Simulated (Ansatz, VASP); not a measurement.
# C (Diamond) in two plane-wave programs

Wanted: the spread between two codes on one cell, functional and k mesh. Other levels of theory on this material are compared in a session of their own. Valence electrons are named where the data sets of a main pair hold unlike numbers.

Program: Ansatz 0.2.0. Level of theory: plane waves, with VASP 6.6.1 beside it; band structure at PBE. Results are calculated unless marked as measured.

### Step 1. Starting point

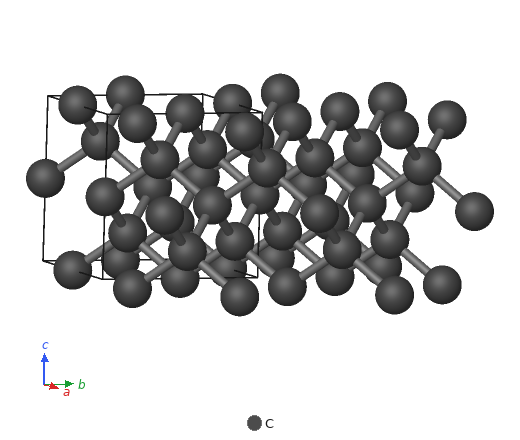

The starting structure, seen slightly off an axis (carbon dark grey). 2×2×1 cells are drawn. This picture shows the conventional cell, with its axes. Some periodic images of atoms are drawn too.

Structure file:

```xyz
2
Lattice="0.0000 1.7834 1.7834 1.7834 0.0000 1.7834 1.7834 1.7834 0.0000" Properties=species:S:1:pos:R:3 pbc="T T T"
C     0.0000    0.0000    0.0000
C     0.8917    0.8917    0.8917
```

### Step 2. VASP: band structure, PBE

Levels along a path test the potential and the projectors away from the mesh points.

Lines of VASP's logs that name or quote its potential files are left out, and so is its time.

INCAR

```
SYSTEM = C
PREC = Accurate
ENCUT = 520
EDIFF = 1E-06
NELM = 100
ISMEAR = 0
SIGMA = 0.02
LREAL = .FALSE.
ALGO = Normal
GGA = PE
NBANDS = 16
LORBIT = 11
LWAVE = .FALSE.
LCHARG = .FALSE.
KPAR = 4
```

POSCAR

```
C
1.0
    0.0000000000      1.7833700000      1.7833700000
    1.7833700000      0.0000000000      1.7833700000
    1.7833700000      1.7833700000      0.0000000000
C
2
Direct
    0.0000000000      0.0000000000      0.0000000000
    0.2500000000      0.2500000000      0.2500000000
```

KPOINTS

```
Automatic mesh
0
Gamma
7 7 7
0 0 0
```

KPOINTS_OPT

```
Line mode
16
Line-mode
Reciprocal
  0.00000000   0.00000000   0.00000000 GAMMA
  0.50000000   0.00000000   0.50000000 X

  0.50000000   0.00000000   0.50000000 X
  0.50000000   0.25000000   0.75000000 W

  0.50000000   0.25000000   0.75000000 W
  0.37500000   0.37500000   0.75000000 K

  0.37500000   0.37500000   0.75000000 K
  0.00000000   0.00000000   0.00000000 GAMMA

  0.00000000   0.00000000   0.00000000 GAMMA
  0.50000000   0.50000000   0.50000000 L

  0.50000000   0.50000000   0.50000000 L
  0.62500000   0.25000000   0.62500000 U

  0.62500000   0.25000000   0.62500000 U
  0.50000000   0.25000000   0.75000000 W

  0.50000000   0.25000000   0.75000000 W
  0.50000000   0.50000000   0.50000000 L

  0.50000000   0.50000000   0.50000000 L
  0.37500000   0.37500000   0.75000000 K

  0.62500000   0.25000000   0.62500000 U
  0.50000000   0.00000000   0.50000000 X
```

The projector-augmented-wave data sets are C (PBE family, release 64).

Started as:

```sh
mpirun -np 4 vasp_std
```

Numbers of over 12 decimals in the logs are rounded to 6 here.

The log of the run:

```text
[banner, memory and clock lines left out]
running    4 mpi-ranks, on    1 nodes
 distrk:  each k-point on    1 cores,    4 groups
 distr:  one band on    1 cores,    1 groups

 POSCAR found type information on POSCAR C
 POSCAR found :  1 types and       2 ions
 LDA part: xc-table for (Slater+PW92), standard interpolation
 POSCAR, INCAR and KPOINTS ok, starting setup
 FFT: planning ... GRIDC
 FFT: planning ... GRID_SOFT
 FFT: planning ... GRID
 WAVECAR not read
 entering main loop
       N       E                     dE             d eps       ncg     rms          rms(c)
DAV:   1     0.370646612931E+01    0.37065E+01   -0.44799E+03   640   0.496E+02
DAV:   2    -0.185061751732E+02   -0.22213E+02   -0.21497E+02   864   0.112E+02
DAV:   3    -0.188219643975E+02   -0.31579E+00   -0.31568E+00   720   0.995E+00
DAV:   4    -0.188222050956E+02   -0.24070E-03   -0.24069E-03   848   0.348E-01
DAV:   5    -0.188222052994E+02   -0.20383E-06   -0.20383E-06   696   0.864E-03    0.556E+00
DAV:   6    -0.183420772724E+02    0.48013E+00   -0.17066E-01   704   0.242E+00    0.332E+00
DAV:   7    -0.181805550259E+02    0.16152E+00   -0.22356E-01   736   0.277E+00    0.780E-01
DAV:   8    -0.181824814369E+02   -0.19264E-02   -0.91848E-03   696   0.547E-01    0.668E-02
DAV:   9    -0.181824975632E+02   -0.16126E-04   -0.32057E-05   848   0.345E-02    0.250E-02
DAV:  10    -0.181825235267E+02   -0.25963E-04   -0.17006E-05   736   0.260E-02    0.429E-03
DAV:  11    -0.181825233737E+02    0.15299E-06   -0.12864E-07   624   0.243E-03
   1 F= -.18182523E+02 E0= -.18182523E+02  d E =-.377056E-79
 Start KPOINTS_OPT (optional k-point list driver)
k-point batch [1-20\160]
       N       E                     dE             ncg
DAV:   1     0.698413581807E+03   -0.51734E+04      640
DAV:   2     0.268292160867E+03   -0.43012E+03      848
DAV:   3     0.262046619687E+03   -0.62455E+01      688
DAV:   4     0.262042576126E+03   -0.40436E-02      848
DAV:   5     0.262042572858E+03   -0.32673E-05      720
DAV:   6     0.262042572855E+03   -0.28193E-08      664
[...]
k-point batch [141-160\160]
       N       E                     dE             ncg
DAV:   1     0.453591146825E+03   -0.92554E+04      648
DAV:   2     0.765511918884E+01   -0.44594E+03      856
DAV:   3     0.203346180353E+01   -0.56217E+01      792
DAV:   4     0.202984634109E+01   -0.36155E-02      824
DAV:   5     0.202984369260E+01   -0.26485E-05      784
DAV:   6     0.202984369007E+01   -0.25261E-08      688
```

From OUTCAR (step 2):

```text
ion  position               nearest neighbor table
   1  0.000  0.000  0.000-   2 1.54   2 1.54   2 1.54   2 1.54
   2  0.250  0.250  0.250-   1 1.54   1 1.54   1 1.54   1 1.54

  LATTYP: Found a face centered cubic cell.
 ALAT       =     3.5667400000

 Subroutine GETGRP returns: Found 48 space group operations
 (whereof 24 operations were pure point group operations)

The static configuration has the point symmetry T_d .
 The point group associated with its full space group is O_h .

 Found     20 irreducible k-points:

   k-points           NKPTS =     20   k-points in BZ     NKDIM =     20   number of bands    NBANDS=     16

   dimension x,y,z NGX =    20 NGY =   20 NGZ =   20
   dimension x,y,z NGXF=    40 NGYF=   40 NGZF=   40

   ENCUT  =  520.0 eV  38.22 Ry    6.18 a.u.   4.69  4.69  4.69*2*pi/ulx,y,z

   NELECT =       8.0000    total number of electrons

 k-points in reciprocal lattice and weights: Automatic mesh
   0.00000000  0.00000000  0.00000000       0.003
   0.14285714  0.00000000  0.00000000       0.023
   0.28571429  0.00000000  0.00000000       0.023
   0.42857143  0.00000000  0.00000000       0.023
   0.14285714  0.14285714  0.00000000       0.017
   0.28571429  0.14285714  0.00000000       0.070
   0.42857143  0.14285714  0.00000000       0.070
  -0.42857143  0.14285714  0.00000000       0.070
  -0.28571429  0.14285714  0.00000000       0.070
[...]
-0.42857143  0.42857143  0.14285714       0.070
  -0.28571429  0.42857143  0.14285714       0.070

 average (electrostatic) potential at core
       1 -45.3803       2 -45.3803

 E-fermi :   9.9948

 k-point     1 :       0.0000    0.0000    0.0000
  band No.  band energies     occupation
      1     -11.7466      2.00000
      2       9.7312      2.00000
      3       9.7312      2.00000
      4       9.7312      2.00000
      5      15.3208      0.00000
      6      15.3208      0.00000
      7      15.3208      0.00000
      8      23.0632      0.00000
      9      29.0247      0.00000
    ...

 k-point     2 :       0.1429    0.0000    0.0000
  band No.  band energies     occupation
      1     -11.1823      2.00000
      2       6.7539      2.00000
      3       8.9222      2.00000
      4       8.9222      2.00000
      5      16.3850      0.00000
      6      16.3850      0.00000
      7      16.8390      0.00000
      8      23.5401      0.00000
      9      29.8253      0.00000
    ...

 k-point     3 :       0.2857    0.0000    0.0000
  band No.  band energies     occupation
      1      -9.5144      2.00000
      2       1.9292      2.00000
      3       7.7161      2.00000
      4       7.7161      2.00000
      5      17.7790      0.00000
      6      17.7790      0.00000
      7      18.0911      0.00000
      8      24.6541      0.00000
      9      30.5351      0.00000
    ...

  Total        0.1756654      0.1756654      0.1756654      0.0000000      0.0000000      0.0000000
  in kB       24.8108969     24.8108969     24.8108969      0.0000000      0.0000000      0.0000000
  external PRESSURE =      24.8108969 kB  Pullay stress =       0.0000000 kB

  energy-cutoff  :      520.00
  volume of cell :       11.34
      direct lattice vectors                 reciprocal lattice vectors
     0.000000000  1.783370000  1.783370000    -0.280368067  0.280368067  0.280368067
     1.783370000  0.000000000  1.783370000     0.280368067 -0.280368067  0.280368067
     1.783370000  1.783370000  0.000000000     0.280368067  0.280368067 -0.280368067

 POSITION                                       TOTAL-FORCE (eV/Angst)
 -----------------------------------------------------------------------------------
      0.00000      0.00000      0.00000         0.000000      0.000000      0.000000
      0.89168      0.89168      0.89168        -0.000000     -0.000000     -0.000000
 -----------------------------------------------------------------------------------
    total drift:                                0.000000      0.000000      0.000000

  FREE ENERGIE OF THE ION-ELECTRON SYSTEM (eV)
  ---------------------------------------------------
  free  energy   TOTEN  =       -18.1825233737 eV

  energy  without entropy=      -18.1825233737  energy(sigma->0) =      -18.18252337

 total charge
# of ion       s       p       d       tot
------------------------------------------
    1        0.829   1.748   0.000   2.577
    2        0.829   1.748   0.000   2.577
--------------------------------------------------
tot          1.658   3.496   0.000   5.154

[... 3 further parts left out ...]
```

At this level the cell is under a pressure of 2.5 GPa, so at these settings it is away from equilibrium.

### Step 3. Ansatz: band structure, PBE

Ansatz runs on its default PAW (the set named soft_2) files.

The same cell, functional, mesh and smearing now go to Ansatz, which takes its cutoff from its data sets.

input.yaml

```yaml
crystal:
  lattice:
    - [0.0, 1.78337, 1.78337]
    - [1.78337, 0.0, 1.78337]
    - [1.78337, 1.78337, 0.0]
  atoms:
    - { symbol: C, position: [0.0, 0.0, 0.0] }
    - { symbol: C, position: [0.25, 0.25, 0.25] }
hamiltonian:
  xc: pbe
  pseudopotentials: { kind: paw }
kpoints:
  mp_grid: { grid: [7, 7, 7] }
  band_path:
    path:
      - [0.0, 0.0, 0.0]
      - [0.16667, 0.0, 0.16667]
      - [0.33333, 0.0, 0.33333]
      - [0.36667, 0.0, 0.36667]
      - [0.5, 0.0, 0.5]
      - [0.5, 0.08333, 0.58333]
      - [0.5, 0.18333, 0.68333]
      - [0.5, 0.25, 0.75]
      - [0.45, 0.3, 0.75]
      - [0.40833, 0.34167, 0.75]
      - [0.35, 0.35, 0.7]
      - [0.225, 0.225, 0.45]
      - [0.075, 0.075, 0.15]
      - [0.03333, 0.03333, 0.03333]
      - [0.23333, 0.23333, 0.23333]
      - [0.4, 0.4, 0.4]
      - [0.51667, 0.46667, 0.51667]
      - [0.55833, 0.38333, 0.55833]
      - [0.60833, 0.28333, 0.60833]
      - [0.60833, 0.25, 0.64167]
      - [0.55833, 0.25, 0.69167]
      - [0.51667, 0.25, 0.73333]
      - [0.5, 0.3, 0.7]
      - [0.5, 0.38333, 0.61667]
      - [0.5, 0.48333, 0.51667]
      - [0.475, 0.475, 0.55]
      - [0.425, 0.425, 0.65]
      - [0.38333, 0.38333, 0.73333]
      - [0.59167, 0.18333, 0.59167]
      - [0.55, 0.1, 0.55]
      - [0.5, 0.0, 0.5]
    npoints: 1
scf:
  occupations: { method: gaussian, width: 0.02 }
  n_extra_bands: 7
output:
  forces: true
  stress: true
  eigenvalues: true
```

Started as:

```sh
ansatz run input.yaml --threads 2 --pin off --max-ram 4608MiB --backend cpu --events-out ev --progress --plain --runs-dir out
```

The log of the run:

```text
scf.n_extra_bands = 7 over 4 filled bands (N_el = 8.0): the run solves 11 bands
Engine: ansatz 0.2.0, aarch64-unknown-linux-gnu
Pseudopotentials: kind: paw
Pseudopotential: C, paw, valence charge 4, recommended cutoff 420 eV (normal), C.paw.azcp
Functional definition: PBE
  parameter kappa = 0.804
  parameter beta = 0.066725
  exchange = pbe_x(kappa = kappa, mu = beta*pi^2/3)
  correlation = pbe_c(beta = beta)
Crystal: 2 atoms, lattice volume = 11.344 Å³
Basis set: ecut = 420 eV, 229 PW (Γ), exchange–correlation on 36×36×36 points (8 copies of the dense FFT grid, shifted against one another)
Bands: 11, of which v1, the nominal top of the filled ones, is band 4 counted from 1 (3 counted from 0)
Symmetry: 48 space group operations
Space group: Fd-3m (ITA 227), of the structure as read, at distance tolerance 2.2e-5 Å
k-points: 20 of 343
Non-local potential: C, projectors of the file, l = 0: 2, l = 1: 2, l = 2: 1
PAW form: soft (Blöchl's): semilocal exchange-correlation on the pseudo side does not see the compensation charge
PAW one-centre angular grid: C, 110 points (default); XC on 64 Gauss nodes
Initial density: superposition of atomic densities (neutral atoms: chi_scale 0, normalization atom), corrected by the library's trained network
Initial wavefunctions: pseudopotential atomic-orbital guess
Functional: x = pbe(κ = 0.804, μ = 0.219515), c = pbe(β = 0.066725)
SCF iter   1: F=—  HF=-501.612896 eV  |F-HF|=—  |Δ(HF+E_count)|=         —  Δρ=1.72e-3  dr2=8.74e-5  ethr=1.77e-3  ⟨swp⟩=5.5  Hψ=1250  notcnv=0  defer=1
preconditioner: auto → none  [insulator: Δε(μ)=4.280 eV  Ē_g=24.996 eV  σ=0.020 eV  W_gap=1.00  n_scr=0 (ndim 8)  ℏωp=31.2 eV  f_vac=0.000  D(μ)=0.00/eV (n_scr^D=0)  ε∞_Penn≈2.6]
SCF iter   2: F=—  HF=-501.612942 eV  |F-HF|=—  |Δ(HF+E_count)|=   4.56e-5  Δρ=9.58e-4  dr2=3.54e-5  ethr=1.09e-6  ⟨swp⟩=2.0  Hψ=470  notcnv=0  defer=33
SCF iter   3: F=—  HF=-501.612990 eV  |F-HF|=—  |Δ(HF+E_count)|=   4.79e-5  Δρ=2.95e-4  dr2=6.92e-6  ethr=4.42e-7  ⟨swp⟩=2.0  Hψ=268  notcnv=0  defer=33
SCF iter   4: F=—  HF=-501.612988 eV  |F-HF|=—  |Δ(HF+E_count)|=   2.02e-6  Δρ=1.09e-4  dr2=9.69e-7  ethr=8.65e-8  ⟨swp⟩=1.6  Hψ=213  notcnv=0  defer=33
iter 5 did not close the SCF: its close was put off for the readings that it lacked (scf_convergence_deferred on its scf_iter line)
SCF iter   5: F=-501.612987 eV  HF=-501.612987 eV  |F-HF|=4.33e-10  |Δ(HF+E_count)|=   3.57e-7  Δρ=4.96e-6  dr2=2.39e-9  ethr=1.21e-8  ⟨swp⟩=2.0  Hψ=249  notcnv=0  defer=33
SCF iter   6: F=-501.612987 eV  HF=-501.612987 eV  |F-HF|=1.32e-10  |Δ(HF+E_count)|=  1.49e-10  Δρ=1.98e-6  dr2=3.65e-10  ethr=2.99e-11  ⟨swp⟩=4.0  Hψ=897  notcnv=0
SCF 1 converged in 6 iterations: F = -501.612987 eV  dr2 = 3.65e-10
  greatest PAW one-centre occupation: 0.644 electrons in one spin orbital (limit 2), on the C atom at site 1 (counted from 0), in its partial waves of l = 0
NSCF: frozen V_eff on 31 k-points
SCF converged after 6 iterations
Free energy (F): -501.612987 eV
Harris-Foulkes:  -501.612987 eV  (|F-HF|=1.32e-10)
Internal energy: -501.612987 eV  (E = F + TS)
E sigma→0 (E₀):  -501.612987 eV
Fermi energy:    15.452607 eV
--- Per-component energies (eV) ---
  E_band       = 34.716635
  E_kinetic    = 184.554437
  E_local      = -122.420327  (includes V_loc(G=0)·N_el)
  E_nonlocal   = 53.315362
  E_hartree    = 26.776332
  E_xc         = -97.429931
  E_vxc        = -120.955159  (∫ρ·V_xc dr)
  E_paw        = -198.447514  (= ΣΔE_a)
  E_vpaw       = -13.330533  (= ΣTr[D̂ρ^β])
  E_aug_tail   = 0.000018  (compensation charges beyond the density's cutoff)
  E_ewald      = -347.961363
  E_smearing   = -0.000000  (= −TS)
  E_closure    = 0.000000  (closes the sum)
  Σ components = -501.612987   (vs F -501.612987, Δ=0.00e0)
--- Forces (eV/Å), atoms counted from 1 ---
  atom   1  C     -0.00000000    -0.00000000    -0.00000000
  atom   2  C      0.00000000    -0.00000000    -0.00000000
  max |Σ_I F_I| component: 2.78e-17 eV/Å
--- Stress (GPa, compression-positive) ---
        1.796672      -0.000000       0.000000
        0.000000       1.796672       0.000000
       -0.000000       0.000000       1.796672
  P = ⅓ Tr σ = 1.7967 GPa (17.967 kbar)
--- Band table (eV; the first three rows and the last of 20) ---
  k-point 0: bands = [-8.1618, 13.3177, 13.3177, 13.3177, 18.9113, 18.9113, 18.9113, 26.5957, ... 3 higher]
  k-point 1: bands = [-7.5980, 10.3384, 12.5061, 12.5061, 19.9745, 19.9745, 20.4255, 27.0778, ... 3 higher]
  k-point 2: bands = [-5.9307, 5.5131, 11.2976, 11.2976, 21.3707, 21.3707, 21.6679, 28.2079, ... 3 higher]
  k-point 19: bands = [0.2962, 1.9644, 4.1716, 6.7204, 21.4717, 25.0804, 26.0876, 26.9318, ... 3 higher]
```

The job ended after 0.35 s (2 threads of Arm Neoverse V1, shared host; peak memory 0.23 GiB).

Reading the cycles: dr2 is the Hartree energy of the density residual (eV), the measure of convergence; HF is the Harris–Foulkes estimate of the energy, which meets the free energy F at convergence.

### Step 4. Differences

Known differences besides the potentials themselves: the cutoff is 420 eV in Ansatz and 520 eV in VASP; VASP leaves aspherical gradient terms in its spheres out (LASPH is not set), Ansatz keeps them. Total energies have different zeros and are not compared.

Both answers:

```csv
quantity,Ansatz,VASP,difference
pressure (GPa),1.80,2.48,-0.68
pressure without Ansatz's Pulay correction (GPa),0.78,2.48,-1.70
gap over the path points (eV),4.136,4.128,+0.008
```

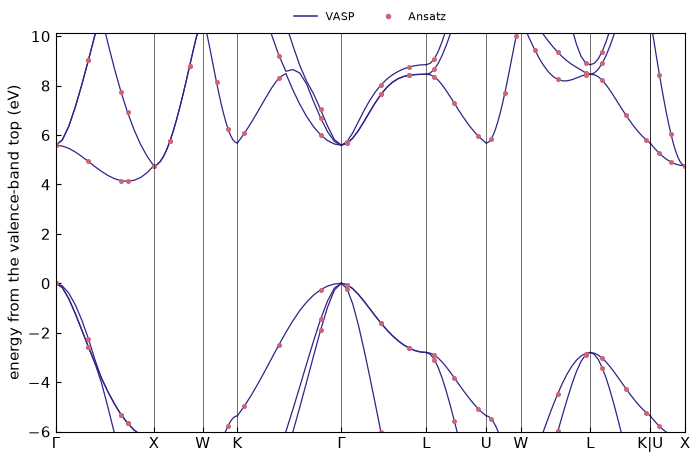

Bands from VASP (lines) and levels from Ansatz (dots). Dots without a line are higher empty bands that the VASP plot leaves out.

Levels at points of the path, from each program's valence-band top (eV; 3 filled, then empty):

```csv
k (reciprocal lattice),Ansatz,VASP
0.000 0.000 0.000,0.00 0.00 0.00 5.59 5.59 5.59,0.00 0.00 0.00 5.59 5.59 5.59
0.167 0.000 0.167,-2.57 -2.57 -2.24 4.93 9.02 9.02,-2.57 -2.57 -2.24 4.93 9.03 9.03
0.333 0.000 0.333,-7.18 -5.32 -5.32 4.16 7.74 14.04,-7.18 -5.31 -5.31 4.15 7.74 14.04
0.367 0.000 0.367,-8.30 -5.67 -5.67 4.14 6.92 14.91,-8.30 -5.66 -5.66 4.13 6.92 14.92
0.500 0.000 0.500,-12.77 -6.31 -6.31 4.77 4.77 16.80,-12.76 -6.30 -6.30 4.76 4.76 16.81
0.500 0.083 0.583,-12.61 -6.82 -6.82 5.77 5.77 16.27,-12.61 -6.82 -6.82 5.76 5.76 16.29
0.500 0.183 0.683,-12.15 -7.99 -7.99 8.80 8.80 14.00,-12.14 -7.98 -7.98 8.80 8.80 14.01
0.500 0.250 0.750,-11.98 -8.33 -8.33 10.62 10.62 12.30,-11.97 -8.32 -8.32 10.62 10.62 12.32
0.450 0.300 0.750,-11.66 -8.95 -7.00 8.13 10.85 13.14,-11.66 -8.95 -7.00 8.13 10.85 13.15
0.408 0.342 0.750,-11.71 -9.25 -5.77 6.24 10.77 14.04,-11.71 -9.24 -5.76 6.24 10.77 14.05
```

Among the levels compared at these points, filled levels agree within 9 meV and empty ones within 19 meV. Ansatz's pressure holds a Pulay correction of 1.02 GPa; VASP's holds none.

### Step 5. What came out

| Item | Value |
| --- | --- |
| largest difference of a filled level at the path points (band structure, PBE) | 8.8 meV |
| difference in pressure (band structure, PBE) | -0.68 GPa |

The difference in pressure is -0.68 GPa (band structure, PBE), within the 1 GPa picked in this series as the mark of a large difference. 9 further runs of this series are not shown here. How closely two codes agree says nothing of how well the functional describes the real material.

[Lines on the potential files, build, host, timing and source positions are cut from VASP's logs without a mark.]

[Logs are printed without paths, hosts, clocks, repeated set-up lines and the standing remarks that a program may print on its own settings, such as how far it seeks lower states.]

[Hosts, paths, dates, database ids (printed as entryN), source tags and the programs' standing remarks are cut or masked in the printed files.]
